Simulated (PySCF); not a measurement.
SMILES CC(C)[SiH2][SiH2]C#N, GFN2-xTB optimised geometry. Atoms within 1.6 Å of the plane z = 1.2 Å (x, y, z in Å): C1 (1.81, -0.68, 1.35), C2 (1.25, -1.12, 0.00), Si4 (-0.66, -1.12, 0.00), Si5 (-1.53, 1.03, 0.00), C6 (-0.53, 2.14, 1.12), N7 (0.10, 2.80, 1.82), H8 (1.53, 0.35, 1.57), H9 (2.90, -0.73, 1.34), H10 (1.45, -1.32, 2.15), H11 (1.59, -2.14, -0.19), H15 (-1.13, -1.91, 1.15), H17 (-2.89, 1.17, 0.54).

Calculation: PBE/def2-SVP (PySCF). Cells within 0.4 Å of a nucleus heavier than hydrogen are left out (blank, or x).

Map of the Laplacian of the electron density (e/bohr⁵), clipped to [-1.50, 1.50] on the plane z = 1.2 Å:

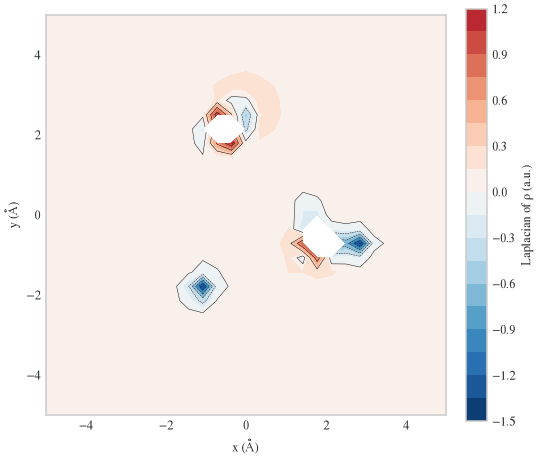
Figure. Laplacian of the electron density (e/bohr⁵), clipped to [-1.50, 1.50] on the plane z = 1.2 Å.
